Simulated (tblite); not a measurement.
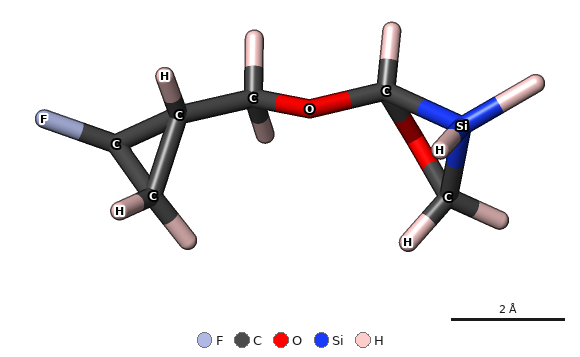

C6H11FO2Si, before the relaxation. Style: stick. Shown at a tilt.

The calculation used tblite 0.8.0, GFN2-xTB geometry optimisation, gas phase.

```xyz
21

F    -4.3980    0.6151    0.2802
C    -3.2267    0.1680   -0.2768
C    -2.4926   -0.9280    0.4711
C    -1.9605    0.4924    0.4632
C    -0.7224    0.8245   -0.2765
O     0.3946    0.4381    0.5005
C     1.6848    0.7594   -0.0663
O     1.9878    0.0536   -1.2827
C     2.6260   -1.1157   -0.7115
Si    3.1531   -0.0903    0.7575
H    -3.2644    0.1590   -1.3470
H    -2.9560   -1.2980    1.3821
H    -1.9867   -1.6734   -0.1045
H    -2.0426    1.0545    1.3857
H    -0.6878    0.3162   -1.2465
H    -0.6863    1.9072   -0.4520
H     1.8230    1.8392   -0.1759
H     3.4272   -1.4906   -1.3470
H     1.9032   -1.9110   -0.5096
H     4.4734    0.6071    0.5927
H     2.9418   -0.7102    2.0948
```

Q: Predict the outcome.

A: The largest move after the best rigid fit is that of H21, 0.36 Å. Largest moves by element: H 0.36 Å, O 0.18 Å, Si 0.15 Å, C 0.09 Å, F 0.08 Å. Among the contacts that change: C9–Si10 1.867 → 1.924 Å, O6–C7 1.445 → 1.401 Å, Si10–H20 1.502 → 1.462 Å, C7–Si10 1.886 → 1.923 Å. Bond angles that change, for instance: Si10–C7–H17 113.0° → 125.1°, O6–C7–Si10 115.1° → 106.6°, C7–Si10–H21 118.0° → 114.1°. The energy falls by 7.79 kcal/mol in 67 geometry steps. Cost: 1 s on 1 thread of Arm Neoverse N1, on a shared host.

The structure at the end:

```xyz
21

F    -4.3500    0.5946    0.3362
C    -3.1758    0.1666   -0.2122
C    -2.4315   -0.9267    0.4779
C    -1.9080    0.4860    0.5109
C    -0.6758    0.8646   -0.2687
O     0.4696    0.5648    0.5113
C     1.6810    0.7920   -0.1544
O     1.8525   -0.0597   -1.2812
C     2.6461   -1.1334   -0.7423
Si    3.0409   -0.1257    0.8490
H    -3.2343    0.2153   -1.2923
H    -2.8569   -1.3258    1.3851
H    -1.9226   -1.6533   -0.1359
H    -2.0064    1.0128    1.4511
H    -0.6283    0.3090   -1.2145
H    -0.6813    1.9423   -0.5002
H     1.7420    1.8367   -0.4923
H     3.4547   -1.3660   -1.4383
H     2.0338   -2.0307   -0.6106
H     4.3580    0.5074    0.8276
H     2.5833   -0.6536    2.1254
```

The end point in the same view:

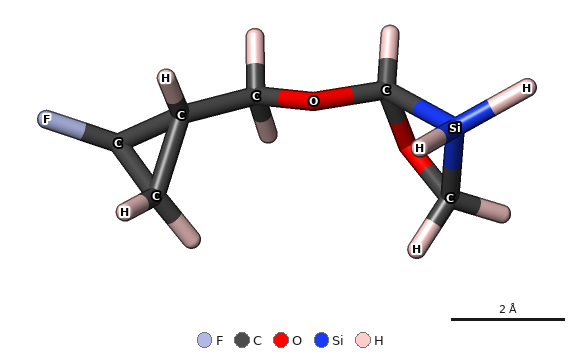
